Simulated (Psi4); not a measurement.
# CH5NSi (SMILES C[Si]N) at MP2/aug-pcseg-2 (density fitting, density fitting for correlation, sweep point 3)

What is the vertical singlet–triplet gap of CH5NSi at MP2/aug-pcseg-2 (density fitting, density fitting for correlation, sweep point 3)? Input form: a Python script.

Program for the calculation: Psi4 1.11.

## 1. Starting point

CH5NSi: 8 atoms, total charge 0, spin state singlet. SMILES: `C[Si]N`. The coordinates come from a PBE0-D4/def2-TZVP relaxation. This is one conformer, not always the lowest.

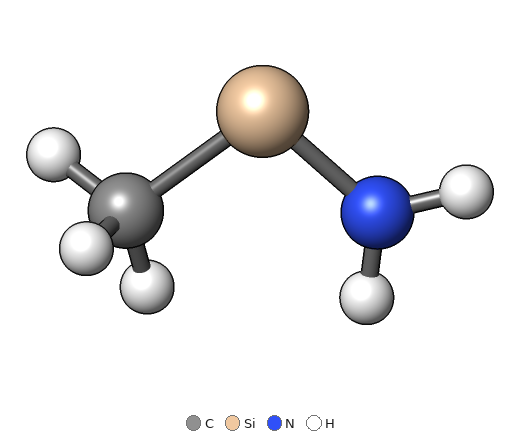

Viewed from a chosen angle; carbon grey, silicon light orange, nitrogen blue, hydrogen white.

## 2. The energy at MP2/aug-pcseg-2 (density fitting, density fitting for correlation, sweep point 3)

Contents of run.py:

```python
import psi4

psi4.set_memory(1600000000)
psi4.set_num_threads(1)
psi4.core.set_output_file('output.dat', False)

m = psi4.geometry("""
0 1
C     -1.24721924     1.55845713    -1.04331779
Si     1.82131804     1.23550294     0.80823586
N      1.76160269    -1.95473270     1.30523383
H     -1.93961489    -0.19237412    -1.89785195
H     -1.06297095     2.99219235    -2.52108362
H     -2.70495397     2.25822272     0.25681378
H      3.12031578    -2.83817967     2.30565484
H      0.42556632    -3.16661407     0.68086832
units au
symmetry c1
""")

psi4.set_options({
    'basis': 'aug-pcseg-2',
    'reference': 'rhf',
    'puream': True,
    'scf_type': 'df',
    'num_frozen_docc': 7,
})

e = psi4.energy("mp2")
print(f'total energy {e:.8f} hartree = {e * 27.211386:.5f} eV')
```

On the command line:

```console
$ python run.py
```

output.dat, shortened:

```text
[...]
  Running in c1 symmetry.
[...]
  Nuclear repulsion =  100.369090676584037
[...]
  Multiplicity = 1
[...]
  Nalpha       = 16
  Nbeta        = 16
[...]
    Number of basis functions: 257
[...]
   @DF-RHF iter   1:  -384.02014847847005   -7.10286e-01   2.33470e-03 ADIIS/DIIS
[...]
   @DF-RHF iter  11:  -384.20283847036671   -3.71188e-11   4.67336e-09 DIIS
[...]
    Orbital Energies [Eh]
    ---------------------
    Doubly Occupied:
       1A    -68.710816     2A    -15.546675     3A    -11.193158
       4A     -6.101681     5A     -4.206449     6A     -4.205792
       7A     -4.204560     8A     -1.143671     9A     -0.934884
      10A     -0.673876    11A     -0.669194    12A     -0.553103
      13A     -0.546567    14A     -0.478312    15A     -0.427901
      16A     -0.311130
[...]
  @DF-RHF Final Energy:  -384.20283847036671
   => Energetics <=
    Nuclear Repulsion Energy =            100.3690906765840367
    One-Electron Energy =                -729.3283197908979218
    Two-Electron Energy =                 244.7563906439471566
    Total Energy =                       -384.2028384703667143
[...]
 Multipole Moments:
 ------------------------------------------------------------------------------------
     Multipole            Electronic (a.u.)      Nuclear  (a.u.)        Total (a.u.)
 ------------------------------------------------------------------------------------
 L = 1.  Multiply by 2.5417464519 to convert [e a0] to [Debye]
 Dipole X            :          3.1791529           -3.5216502           -0.3424973
 Dipole Y            :          0.8229958           -1.5048370           -0.6818412
 Dipole Z            :          1.6322414           -1.7229946           -0.0907532
 Magnitude           :                                                    0.7684061
[...]
```

Standard output:

```text
total energy -384.70316514 hartree = -10468.30632 eV
```

It took 6 s on 1 thread of Intel Xeon Platinum 8223CL at 3.00GHz (Skylake/Cascade Lake), shared host; peak memory 0.48 GiB.

## 3. The triplet, same level

Contents of calc.py:

```python
import psi4

psi4.set_memory(1600000000)
psi4.set_num_threads(1)
psi4.set_output_file('ch5nsi.out', False)

m = psi4.geometry("""
0 3
C     -1.24721924     1.55845713    -1.04331779
Si     1.82131804     1.23550294     0.80823586
N      1.76160269    -1.95473270     1.30523383
H     -1.93961489    -0.19237412    -1.89785195
H     -1.06297095     2.99219235    -2.52108362
H     -2.70495397     2.25822272     0.25681378
H      3.12031578    -2.83817967     2.30565484
H      0.42556632    -3.16661407     0.68086832
units bohr
symmetry c1
""")

psi4.set_options(dict(basis='aug-pcseg-2', reference='uhf', puream=True, scf_type='df', num_frozen_docc=7, maxiter=100))

e = psi4.energy("mp2", molecule=m)
print(f'mp2 energy: {e:.10f} Eh')
for k, v in sorted(psi4.core.scalar_variables().items()):
    print(f'{k:45s} {v:18.10f}')
```

On the command line:

```console
$ python calc.py
```

ch5nsi.out, shortened:

```text
[...]
  Running in c1 symmetry.
[...]
  Nuclear repulsion =  100.369090676584037
[...]
  Multiplicity = 3
[...]
  Nalpha       = 17
  Nbeta        = 15
[...]
    Number of basis functions: 257
[...]
   @DF-UHF iter   1:  -383.93047600272212   -6.20614e-01   2.42261e-03 DIIS/ADIIS
[...]
   @DF-UHF iter  14:  -384.13957593601805   -5.05338e-11   6.42380e-09 DIIS
[...]
   @S^2 Observed:                2.005640098E+00
[...]
    Orbital Energies [Eh]
    ---------------------
    Alpha Occupied:
       1A    -68.731167     2A    -15.529899     3A    -11.210683
       4A     -6.124109     5A     -4.236514     6A     -4.232699
       7A     -4.225931     8A     -1.139222     9A     -0.944569
      10A     -0.694963    11A     -0.660593    12A     -0.564798
      13A     -0.556204    14A     -0.500477    15A     -0.449172
      16A     -0.402025    17A     -0.238638
    Alpha Virtual:
      18A      0.023538    19A      0.031814    20A      0.032880
      21A      0.039734    22A      0.049192    23A      0.050202
      24A      0.059186    25A      0.065927    26A      0.074022
[...]
  @DF-UHF Final Energy:  -384.13957593601805
   => Energetics <=
    Nuclear Repulsion Energy =            100.3690906765840367
    One-Electron Energy =                -729.0811577775307342
    Two-Electron Energy =                 244.5724911649286355
    Total Energy =                       -384.1395759360180477
  UHF NO Occupations:
  HONO-2 :   15  A 1.9987335
  HONO-1 :   16  A 1.0000000
  HONO-0 :   17  A 1.0000000
  LUNO+0 :   18  A 0.0012665
  LUNO+1 :   19  A 0.0012405
[...]
 Multipole Moments:
 ------------------------------------------------------------------------------------
     Multipole            Electronic (a.u.)      Nuclear  (a.u.)        Total (a.u.)
 ------------------------------------------------------------------------------------
 L = 1.  Multiply by 2.5417464519 to convert [e a0] to [Debye]
 Dipole X            :          3.4006533           -3.5216502           -0.1209969
 Dipole Y            :          1.1551030           -1.5048370           -0.3497340
 Dipole Z            :          1.7501661           -1.7229946            0.0271715
 Magnitude           :                                                    0.3710693
[...]
```

On the terminal:

```text
mp2 energy: -384.6148335166 Eh
CURRENT CORRELATION ENERGY                         -0.4752575806
CURRENT ENERGY                                   -384.6148335166
CURRENT REFERENCE ENERGY                         -384.1395759360
CUSTOM SCS-MP2 CORRELATION ENERGY                  -0.4743167707
CUSTOM SCS-MP2 TOTAL ENERGY                      -384.6138927067
DD SOLVATION ENERGY                                 0.0000000000
HF KINETIC ENERGY                                 384.9920551170
HF POTENTIAL ENERGY                              -769.1316310531
HF TOTAL ENERGY                                  -384.1395759360
HF VIRIAL RATIO                                     1.9977857227
MP2 CORRELATION ENERGY                             -0.4752575806
MP2 DOUBLES ENERGY                                 -0.4752575806
MP2 OPPOSITE-SPIN CORRELATION ENERGY               -0.3644972044
MP2 SAME-SPIN CORRELATION ENERGY                   -0.1107603761
MP2 SINGLES ENERGY                                 -0.0000000000
MP2 TOTAL ENERGY                                 -384.6148335166
NUCLEAR REPULSION ENERGY                          100.3690906766
ONE-ELECTRON ENERGY                              -729.0811577775
PCM POLARIZATION ENERGY                             0.0000000000
PE ENERGY                                           0.0000000000
SCF ITERATION ENERGY                             -384.1395759360
SCF ITERATIONS                                     14.0000000000
SCF TOTAL ENERGY                                 -384.1395759360
SCS-MP2 CORRELATION ENERGY                         -0.4743167707
SCS-MP2 TOTAL ENERGY                             -384.6138927067
TWO-ELECTRON ENERGY                               244.5724911649
```

It took 7.5 s on 1 thread of Intel Xeon Platinum 8223CL at 3.00GHz (Skylake/Cascade Lake), shared host; peak memory 0.49 GiB.

## 4. What came out

Level: MP2/aug-pcseg-2 (density fitting, density fitting for correlation, sweep point 3), 7 core orbitals frozen.

| quantity | value |
| --- | --- |
| singlet: total energy | -384.70317 Eh |
| singlet: HOMO energy (Hartree–Fock orbitals) | -8.47 eV |
| singlet: LUMO energy (Hartree–Fock orbitals) | 0.63 eV |
| singlet: HOMO–LUMO gap (Hartree–Fock orbitals) | 9.09 eV |
| singlet: correlation energy (7 core orbitals frozen) | -500.3 mEh |
| triplet: total energy | -384.61483 Eh |
| triplet: HOMO energy (Hartree–Fock orbitals) (highest over α and β) | -6.49 eV |
| triplet: LUMO energy (Hartree–Fock orbitals) (lowest over α and β) | 0.18 eV |
| triplet: correlation energy (7 core orbitals frozen) | -475.3 mEh |
| triplet: ⟨S²⟩ of the reference determinant | 2.006 |
| vertical energy of the triplet above the singlet | 2.404 eV |

At this shape the triplet lies 2.40 eV (232 kJ/mol) above the singlet.
